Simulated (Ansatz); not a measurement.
# Geometry relaxation, with input and output: C$_{2}$H$_{6}$ClNSi (part 1 of 2)

The run: geometry relaxation of C$_{2}$H$_{6}$ClNSi. Method and program: RKS PBE0-D4/def2-TZVP (Ansatz 0.2.0).

The geometry: PBE-D4/def2-SVP start. Figures and captions count atoms from 1; the log counts them from 0 in places.

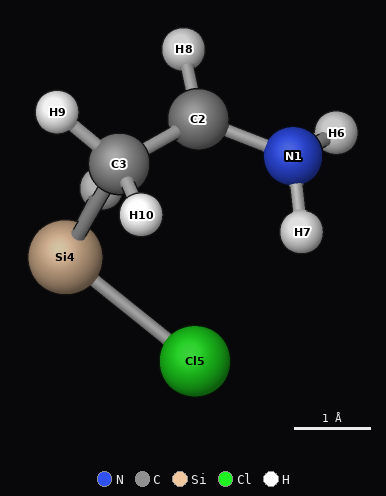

Fig. 1: The starting structure (ball-and-stick view, seen at a tilt; atoms are numbered from 1 in the order of the input). Bond lengths as drawn: Cl–Si 2.20 Å, C–C 1.42 Å, C–H 1.10 Å, C–N 1.35 Å, C–Si 2.06 Å, H–N 1.02 to 1.03 Å and H–Si 1.55 Å.

**Input**
```yaml
crystal:
  periodic: [false, false, false]
  atoms:
    - {symbol: N, position_ang: [-1.442715, -0.416109, 0.199323]}
    - {symbol: C, position_ang: [-0.164568, -0.835355, 0.087961]}
    - {symbol: C, position_ang: [0.943659, -0.240923, 0.757087]}
    - {symbol: Si, position_ang: [1.394858, 1.135175, -0.708802]}
    - {symbol: Cl, position_ang: [-0.369339, 2.406481, -0.384910]}
    - {symbol: H, position_ang: [-2.096231, -0.704491, -0.532497]}
    - {symbol: H, position_ang: [-1.573872, 0.562122, 0.503151]}
    - {symbol: H, position_ang: [0.000993, -1.706628, -0.566596]}
    - {symbol: H, position_ang: [1.826151, -0.892924, 0.869935]}
    - {symbol: H, position_ang: [0.731241, 0.357927, 1.660048]}
    - {symbol: H, position_ang: [0.815224, 0.277826, -1.864099]}
basis:
  gaussian: {orbitals: def2-TZVP}
hamiltonian: {xc: pbe0, dispersion: d4}
relax: {f_tol: 0.005, max_steps: 150}
```

Launch command:
```bash
ansatz run in.yaml --threads 4 --pin off --events-out ev --progress --plain --max-ram 10444MiB
```

**The program's output**
```
Functional definition: PBE0
  name "PBE0"
  cite "Adamo & Barone, J. Chem. Phys. 110, 6158 (1999) doi:10.1063/1.478522"
  cite "Perdew, Burke & Ernzerhof, Phys. Rev. Lett. 77, 3865 (1996) doi:10.1103/PhysRevLett.77.3865"
  parent pbe
  parameter a = 0.25
  parameter kappa = 0.804
  parameter beta = 0.06672455060314922
  exchange = (1 - a)*pbe_x(kappa = kappa, mu = beta*pi^2/3) + a*exact_x
  correlation = pbe_c(beta = beta)
1315 factors; their error is unknown
mean field evaluation 1: about -24041.5082 eV, gradient 6.8e1 eV
mean field evaluation 2: about -24021.1420 eV, gradient 1.1e2 eV
mean field evaluation 4: about -24051.9299 eV, gradient 1.2e1 eV
mean field evaluation 8: about -24052.3152 eV, gradient 2.9e-1 eV
mean field evaluation 16: about -24052.3794 eV, gradient 7.3e-4 eV
mean field -24052.37943418 eV, -883.9086409177 hartree, gradient 5.3e-5 eV, S^2 0.000000; 0 other end points of the search recorded, 0 dependent functions left out
the calculation of the forces begins
reference -24052.37946378 eV, -883.9086420055 hartree; 28, 28 occupied and 175, 175 virtual orbitals, 1315 factors
relax step   1: F+E_penalty+E_count = -24052.63463998 eV  Δ(F+E_penalty+E_count) = +0.000e0 eV  max|allowed force component| = 6.951e-1 eV/Å  Δτ_max = 0.0000 Å  (30 SCF iters, accepted)
these checks for a lower state are left out or cut short: starts, cluster_reference, orbital_swaps, neighbouring_geometries, increment
1315 factors; their error is unknown
mean field -24052.43202291 eV, -883.9105735180 hartree, gradient 1.5e-5 eV, S^2 0.000000; 0 other end points of the search recorded, 0 dependent functions left out
the calculation of the forces begins
reference -24052.43205241 eV, -883.9105746020 hartree; 28, 28 occupied and 175, 175 virtual orbitals, 1315 factors
relax step   2: F+E_penalty+E_count = -24052.68843095 eV  Δ(F+E_penalty+E_count) = -5.379e-2 eV  max|allowed force component| = 3.297e-1 eV/Å  Δτ_max = 0.0610 Å  (33 SCF iters, accepted)
these checks for a lower state are left out or cut short: starts, cluster_reference, orbital_swaps, neighbouring_geometries, increment
1315 factors; their error is unknown
mean field evaluation 32: about -24052.4411 eV, gradient 1.4e-5 eV
mean field -24052.44112206 eV, -883.9109079056 hartree, gradient 1.4e-5 eV, S^2 0.000000; 0 other end points of the search recorded, 0 dependent functions left out
the calculation of the forces begins
reference -24052.44115151 eV, -883.9109089879 hartree; 28, 28 occupied and 175, 175 virtual orbitals, 1315 factors
relax step   3: F+E_penalty+E_count = -24052.69721251 eV  Δ(F+E_penalty+E_count) = -8.782e-3 eV  max|allowed force component| = 1.045e-1 eV/Å  Δτ_max = 0.0415 Å  (33 SCF iters, accepted)
these checks for a lower state are left out or cut short: starts, cluster_reference, orbital_swaps, neighbouring_geometries, increment
1315 factors; their error is unknown
mean field -24052.44317498 eV, -883.9109833489 hartree, gradient 1.4e-5 eV, S^2 0.000000; 0 other end points of the search recorded, 0 dependent functions left out
the calculation of the forces begins
reference -24052.44320447 eV, -883.9109844326 hartree; 28, 28 occupied and 175, 175 virtual orbitals, 1315 factors
relax step   4: F+E_penalty+E_count = -24052.69969817 eV  Δ(F+E_penalty+E_count) = -2.486e-3 eV  max|allowed force component| = 3.569e-2 eV/Å  Δτ_max = 0.0231 Å  (34 SCF iters, accepted)
these checks for a lower state are left out or cut short: starts, cluster_reference, orbital_swaps, neighbouring_geometries, increment
1315 factors; their error is unknown
mean field -24052.44385651 eV, -883.9110083948 hartree, gradient 1.4e-5 eV, S^2 0.000000; 0 other end points of the search recorded, 0 dependent functions left out
the calculation of the forces begins
reference -24052.44388603 eV, -883.9110094796 hartree; 28, 28 occupied and 175, 175 virtual orbitals, 1315 factors
relax step   5: F+E_penalty+E_count = -24052.70021593 eV  Δ(F+E_penalty+E_count) = -5.178e-4 eV  max|allowed force component| = 4.100e-2 eV/Å  Δτ_max = 0.0131 Å  (34 SCF iters, accepted)
these checks for a lower state are left out or cut short: starts, cluster_reference, orbital_swaps, neighbouring_geometries, increment
1315 factors; their error is unknown
mean field -24052.44421497 eV, -883.9110215678 hartree, gradient 1.4e-5 eV, S^2 0.000000; 0 other end points of the search recorded, 0 dependent functions left out
the calculation of the forces begins
reference -24052.44424451 eV, -883.9110226535 hartree; 28, 28 occupied and 175, 175 virtual orbitals, 1315 factors
relax step   6: F+E_penalty+E_count = -24052.70042150 eV  Δ(F+E_penalty+E_count) = -2.056e-4 eV  max|allowed force component| = 3.405e-2 eV/Å  Δτ_max = 0.0129 Å  (34 SCF iters, accepted)
these checks for a lower state are left out or cut short: starts, cluster_reference, orbital_swaps, neighbouring_geometries, increment
1315 factors; their error is unknown
mean field -24052.44420013 eV, -883.9110210226 hartree, gradient 1.4e-5 eV, S^2 0.000000; 0 other end points of the search recorded, 0 dependent functions left out
the calculation of the forces begins
reference -24052.44422967 eV, -883.9110221081 hartree; 28, 28 occupied and 175, 175 virtual orbitals, 1315 factors
relax step   7: F+E_penalty+E_count = -24052.70041589 eV  Δ(F+E_penalty+E_count) = +5.612e-6 eV  max|allowed force component| = 1.669e-2 eV/Å  Δτ_max = 0.0185 Å  (34 SCF iters, rejected (line search))
these checks for a lower state are left out or cut short: starts, cluster_reference, orbital_swaps, neighbouring_geometries, increment
1315 factors; their error is unknown
mean field evaluation 64: about -24052.4441 eV, gradient 4.1e-1 eV
mean field -24052.44433042 eV, -883.9110258106 hartree, gradient 1.4e-5 eV, S^2 0.000000; 0 other end points of the search recorded, 0 dependent functions left out
the calculation of the forces begins
reference -24052.44435996 eV, -883.9110268963 hartree; 28, 28 occupied and 175, 175 virtual orbitals, 1315 factors
relax step   8: F+E_penalty+E_count = -24052.70050321 eV  Δ(F+E_penalty+E_count) = -8.171e-5 eV  max|allowed force component| = 1.120e-2 eV/Å  Δτ_max = 0.0091 Å  (34 SCF iters, accepted)
these checks for a lower state are left out or cut short: starts, cluster_reference, orbital_swaps, neighbouring_geometries, increment
1315 factors; their error is unknown
mean field -24052.44434552 eV, -883.9110263657 hartree, gradient 1.4e-5 eV, S^2 0.000000; 0 other end points of the search recorded, 0 dependent functions left out
the calculation of the forces begins
reference -24052.44437507 eV, -883.9110274515 hartree; 28, 28 occupied and 175, 175 virtual orbitals, 1315 factors
relax step   9: F+E_penalty+E_count = -24052.70049770 eV  Δ(F+E_penalty+E_count) = +5.511e-6 eV  max|allowed force component| = 5.392e-3 eV/Å  Δτ_max = 0.0056 Å  (35 SCF iters, rejected (line search))
these checks for a lower state are left out or cut short: starts, cluster_reference, orbital_swaps, neighbouring_geometries, increment
1315 factors; their error is unknown
mean field -24052.44433953 eV, -883.9110261454 hartree, gradient 1.4e-5 eV, S^2 0.000000; 0 other end points of the search recorded, 0 dependent functions left out
the calculation of the forces begins
reference -24052.44436907 eV, -883.9110272311 hartree; 28, 28 occupied and 175, 175 virtual orbitals, 1315 factors
relax step  10: F+E_penalty+E_count = -24052.70050690 eV  Δ(F+E_penalty+E_count) = -3.695e-6 eV  max|allowed force component| = 7.049e-3 eV/Å  Δτ_max = 0.0021 Å  (35 SCF iters, accepted)
these checks for a lower state are left out or cut short: starts, cluster_reference, orbital_swaps, neighbouring_geometries, increment
1315 factors; their error is unknown
mean field -24052.44436421 eV, -883.9110270522 hartree, gradient 1.4e-5 eV, S^2 0.000000; 0 other end points of the search recorded, 0 dependent functions left out
the calculation of the forces begins
reference -24052.44439375 eV, -883.9110281380 hartree; 28, 28 occupied and 175, 175 virtual orbitals, 1315 factors
relax step  11: F+E_penalty+E_count = -24052.70050770 eV  Δ(F+E_penalty+E_count) = -7.988e-7 eV  max|allowed force component| = 3.549e-3 eV/Å  Δτ_max = 0.0026 Å  (35 SCF iters, accepted)
1315 factors; their error is unknown
mean field evaluation 96: about -24052.4444 eV, gradient 1.4e-5 eV
```

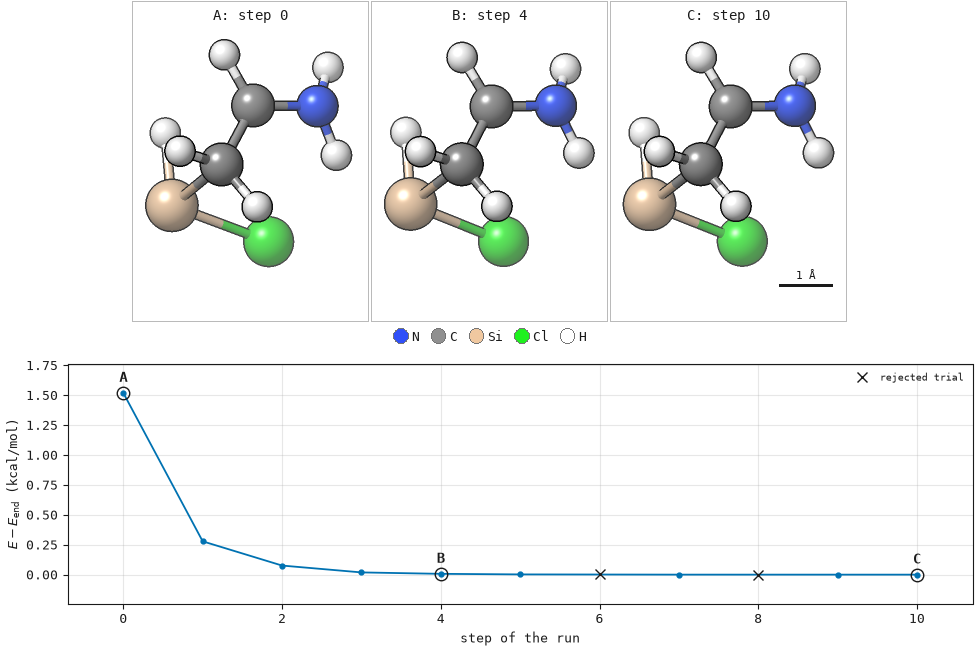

Fig. 2: Frames of the relaxation (ball-and-stick view, seen at a tilt) above the curves, on which the letters mark them (the first geometry is step 0 here and step 1 in the log).

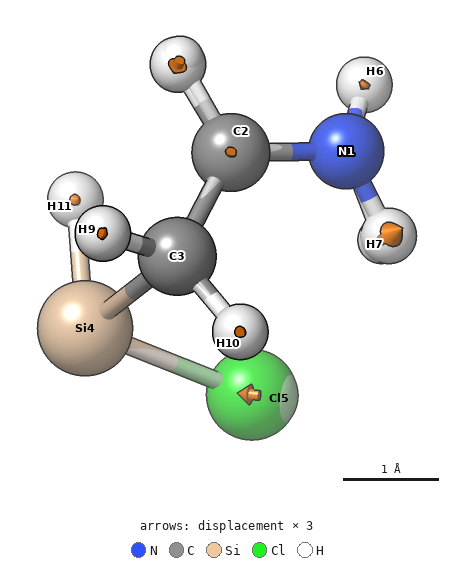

Fig. 3: Start (faint) and end (solid) with the displacements as orange arrows, magnified 3 times (ball-and-stick view, seen at a tilt). The two geometries are laid on each other by the best rigid fit. H7 moves most after the best rigid fit: 0.15 Å. By element the largest moves are H 0.15 Å, Cl 0.09 Å, C 0.03 Å, Si 0.03 Å, N 0.02 Å. Among the contacts that change: Si4–Cl5 2.199 → 2.161 Å, C2–C3 1.425 → 1.402 Å, N1–H7 1.033 → 1.011 Å, Si4–H11 1.551 → 1.530 Å. After 10 geometry steps the energy has fallen by 1.52 kcal/mol. The largest force component goes from 0.7 to 0.0035 eV/Å. The line search rejected the trial steps at points 6, 8 (counted from 0) and went back. (Atoms are counted from 1 in the order of the input.)

```
mean field -24052.44436421 eV, -883.9110270522 hartree, gradient 1.4e-5 eV, S^2 0.000000; 1 other end points of the search recorded, 0 dependent functions left out
the calculation of the forces begins
reference -24052.44439375 eV, -883.9110281380 hartree; 28, 28 occupied and 175, 175 virtual orbitals, 1315 factors
Total energy: -24052.70053725 eV, -883.9204412379 hartree
Atom 0 at    -1.432056    -0.427717     0.196304 Å, force    -0.003549    -0.001639    -0.003284 eV/Å
Atom 1 at    -0.158179    -0.809766     0.074557 Å, force     0.001103     0.002645     0.000880 eV/Å
Atom 2 at     0.922606    -0.241160     0.763310 Å, force     0.002056    -0.001041    -0.001690 eV/Å
Atom 3 at     1.398278     1.110374    -0.711412 Å, force    -0.000743    -0.000961    -0.000586 eV/Å
Atom 4 at    -0.311725     2.405198    -0.451199 Å, force    -0.001365    -0.000174     0.000295 eV/Å
Atom 5 at    -2.073567    -0.679593    -0.537258 Å, force     0.001708     0.001930     0.000975 eV/Å
Atom 6 at    -1.610719     0.473767     0.617441 Å, force    -0.000016     0.000414     0.001478 eV/Å
Atom 7 at     0.017689    -1.639114    -0.600142 Å, force     0.000280    -0.001005     0.000774 eV/Å
Atom 8 at     1.797490    -0.873961     0.868769 Å, force    -0.000711     0.000470     0.001000 eV/Å
Atom 9 at     0.706896     0.361817     1.640886 Å, force     0.000428    -0.000610     0.000322 eV/Å
Atom 10 at     0.808690     0.263256    -1.840654 Å, force     0.000809    -0.000030    -0.000164 eV/Å
Dipole moment:    -0.454714    -0.833107     0.224146 e Å
```
